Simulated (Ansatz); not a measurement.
Start from SiC in the wurtzite structure (space group P6_3mc, No. 186; a = 3.056 Å, c = 5.016 Å).

Modification: cell and atoms relaxed at a pressure of 15 GPa.

All numbers come from Kohn–Sham DFT with the LDA functional, run in Ansatz (a program for electronic structure) with PAW and 420 eV plane waves, without spin-orbit coupling.

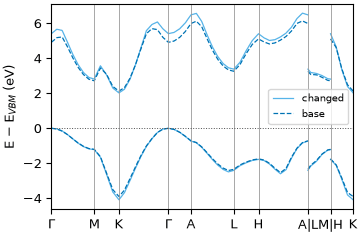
Fig. 1. Highest valence and lowest conduction band along the path, each from its own valence-band maximum

**Question.** From the figure, how large is the changed gap, and is it direct?

**Answer.** About 2.0 eV, indirect, Γ → K.

Load acts through the strain it causes; cell and atoms are relaxed under it. Whether these cells are dynamically stable was not tested. Competing high-pressure phases were not computed.
